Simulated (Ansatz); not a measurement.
# AlClFH4N: what the fields show

| atom | x (Å) | y (Å) | z (Å) |
| --- | --- | --- | --- |
| Al | -0.0593 | 0.0228 | 0.0063 |
| H | -0.0195 | -0.5340 | 1.5017 |
| Cl | 1.7502 | 0.1520 | -1.0976 |
| N | -1.5699 | -0.0324 | -0.9148 |
| H | -2.4734 | -0.3134 | -0.5475 |
| H | -1.6448 | 0.1403 | -1.9125 |
| F | 0.0404 | 1.8914 | 0.9308 |
| H | 0.1384 | 1.5715 | 1.8105 |

Computed with Ansatz, RKS r2SCAN-D4/def2-SVP.

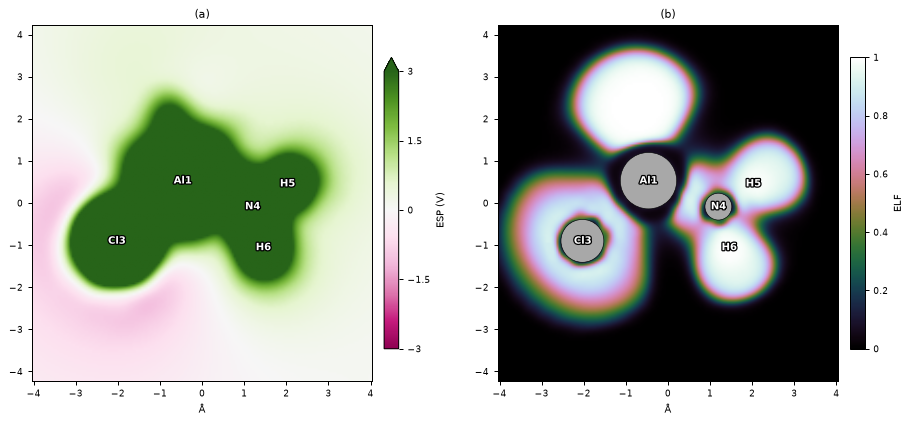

Figure 1. (a) electrostatic potential; (b) electron localisation function on the plane of atoms Cl3, Al1 and N4. Grey discs cover the atomic cores in the ELF map.

Interpret the plot.

Answer. Atoms in the plane: Al, Cl, N and H.
Al–N (1.77 Å): the ELF peaks at about 0.90 in the valence shell of N, 0.7 Å from its nucleus, and is about 0.60 at the midpoint.
Al–Cl (2.12 Å): the ELF peaks at about 0.90 in the valence shell of Cl, 0.8 Å from its nucleus, and is about 0.80 at the midpoint.
N–H (1.01 Å): the ELF climbs to about 1 towards the hydrogen, as it does in any bond to H (an ordinary covalent bond to hydrogen).
The ELF also peaks beside Cl3, away from the bonds: lone-pair regions.
Outside the dense part of the molecule the potential is most negative (−1.0 V) near Cl3.

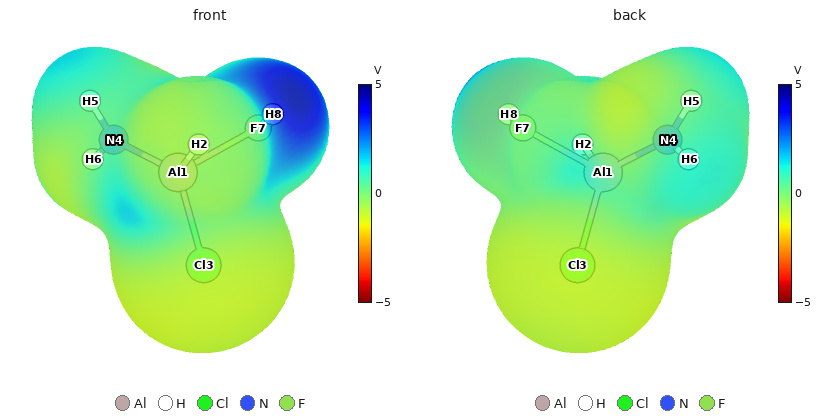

Figure 2. The electrostatic potential painted on the density surface at 0.002 e/bohr³, seen from the front and from behind; red is negative and blue positive.

Where is the surface potential most negative and most positive?

Answer. The most negative region (about −1.0 V) lies over Cl3, the most positive (about +4.3 V) over H8.

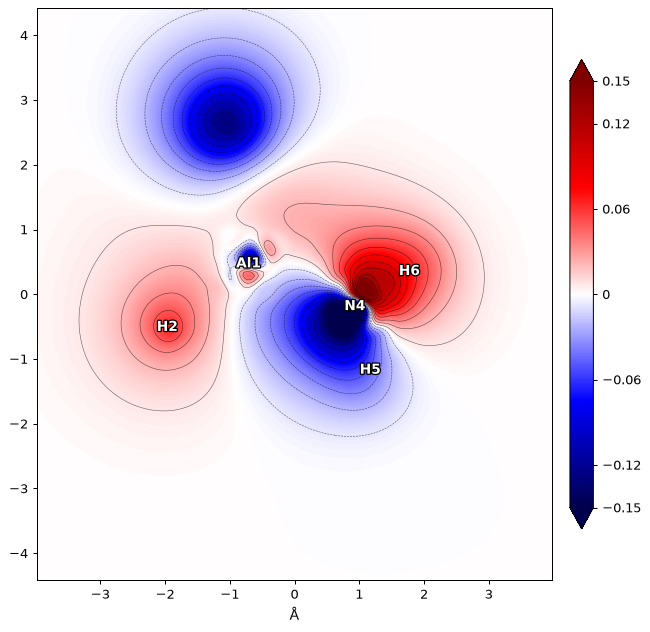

Figure 3. The HOMO on the plane of atoms H2, Al1 and N4 (values in Å⁻³ᐟ²; the overall sign is arbitrary).

Describe this orbital and give its energy.

Answer. Its weight (Hirshfeld) is mainly on N4 (about 75 %); largely a lone pair of N4. Its energy is −5.89 eV.
